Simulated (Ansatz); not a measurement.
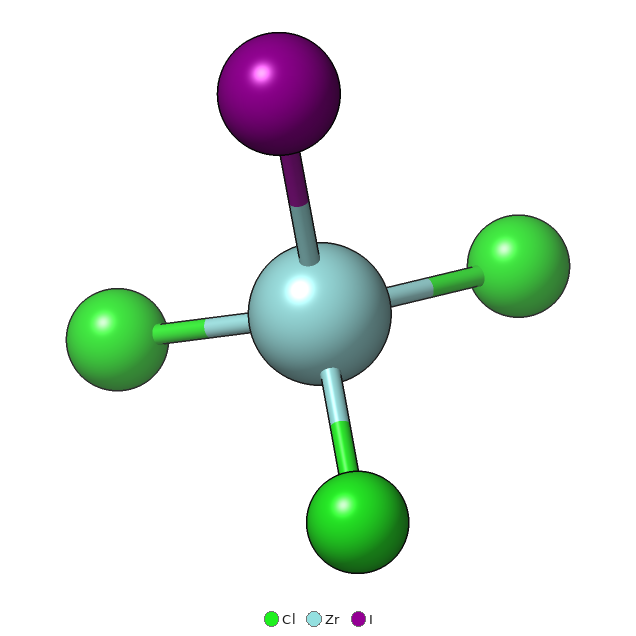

A ball-and-stick model of a molecule.

Charge 0, singlet. The geometry was computed by an optimisation with PBE-D4/def2-SVP. No frequency run is at hand to confirm it as a minimum.

Which formula does it have?

Answer. ZrICl3, 5 atoms: 1 zirconium, 1 iodine and 3 chlorine.

Give a SMILES string for it.

Answer. [Cl][Zr]([Cl])([Cl])[I]

The parts below concern this one geometry. Atoms keep their numbers from picture to picture.

Geometry

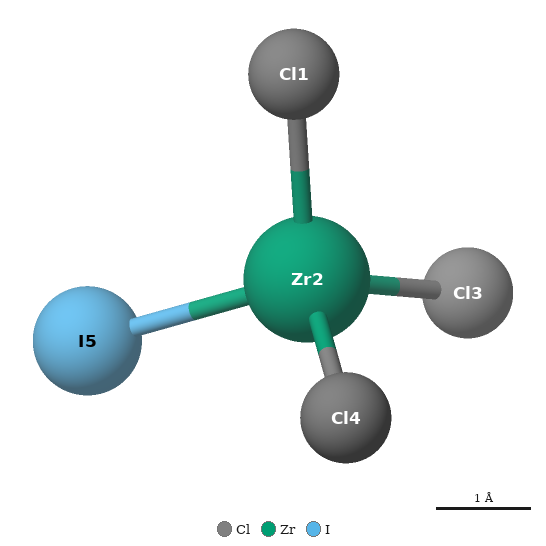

No frequency run is at hand to confirm it as a minimum.

Which atoms are bonded, and how long are the bonds?

| bond | length (Å) |
| --- | --- |
| Cl1–Zr2 | 2.333 |
| Zr2–Cl3 | 2.332 |
| Zr2–Cl4 | 2.332 |
| Zr2–I5 | 2.698 |

Electronic properties

No frequency run is at hand to confirm it as a minimum. Method: RKS PBE-D4/def2-SVP, core potentials on I, Zr (Ansatz 0.2.0).

What is the dipole moment?

Answer. 0.33 D.

Metal centre

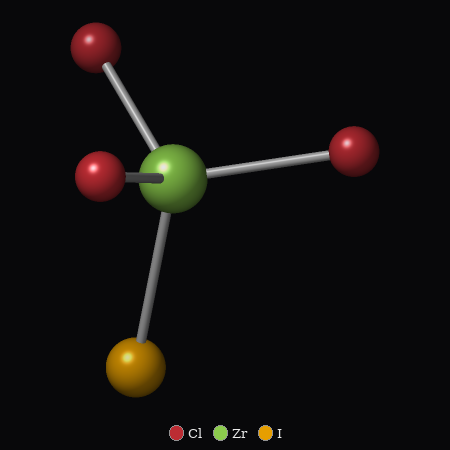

A molecule with one transition-metal atom. No frequency run is at hand to confirm it as a minimum.

Describe the coordination sphere.

Answer. Zr binds 4 atoms: 3 Cl at 2.33 Å, 1 I at 2.70 Å. The arrangement is tetrahedral.

Give the formal oxidation state and the d-electron count.

Answer. Zr(IV), d⁰, counting the ligands as closed-shell ions or neutral donors.

Charges

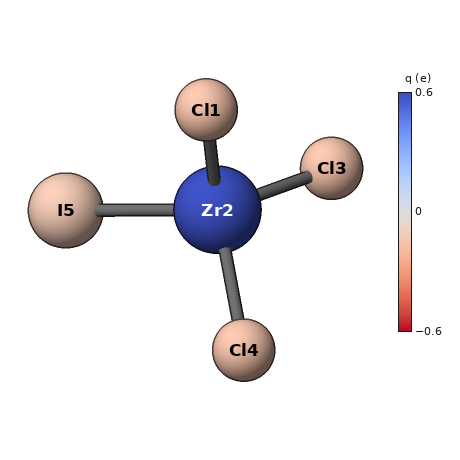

Atoms are coloured by their Mulliken charges. No frequency run is at hand to confirm it as a minimum. Properties computed with RKS PBE-D4/def2-SVP, core potentials on I, Zr (Ansatz 0.2.0).

Give the Mulliken charges atom by atom.

```tsv
atom	value (e)
Cl1	−0.15
Zr2	0.58
Cl3	−0.15
Cl4	−0.15
I5	−0.12
```

Mulliken values depend strongly on the basis set and can even reverse the polarity of a bond.
